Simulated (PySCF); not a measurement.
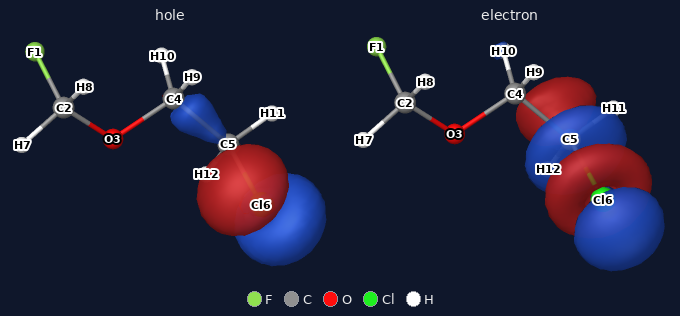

C3H6ClFO, SMILES `FCOCCCl`. Leading natural transition orbital pair of T₂ (TDA triplet states); the surfaces enclose about 70 % of each orbital's density.

Computed with PySCF, BHandHLYP/def2-SVP, geometry: GFN2-xTB. No frequency check shows the geometry to be a minimum. GFN2-xTB bond lengths at metals and heavier atoms can be off by up to 0.1 Å and shapes distorted, which carries into these values. Without diffuse functions Rydberg states are missing, so the states' numbers hold for this basis only.

Geometry (Å), atoms numbered from 1:

```
F1      -2.9166    0.2647    0.0587
C2      -1.9543   -0.7243    0.0466
O3      -0.7807   -0.2675   -0.4715
C4      -0.1213    0.7091    0.3217
C5       1.2684    0.9313   -0.2443
Cl6      2.3129   -0.4720    0.0863
H7      -2.3230   -1.5219   -0.6064
H8      -1.8679   -1.0623    1.0940
H9      -0.0645    0.3688    1.3650
H10     -0.6801    1.6547    0.2886
H11      1.7373    1.7996    0.2160
H12      1.2184    1.0468   -1.3258
```

**Where does the state lie, and where do hole and electron sit?**

7.35 eV (169 nm), spin-forbidden from the singlet ground state; the leading pair carries 100 %; hole on Cl6 (85 %) and C5 (6 %), electron on Cl6 (48 %) and C5 (34 %); their centroids lie 0.7 Å apart; T₁ lies within 0.1 eV of it. In canonical orbitals it is mainly HOMO−1 → LUMO (47 %). The HOMO–LUMO gap is 11.90 eV.

The PySCF run took 2.7 min on 1 thread of Intel(R) Xeon(R) Platinum 8488C (Sapphire Rapids) (shared host), peak memory 0.67 GiB.
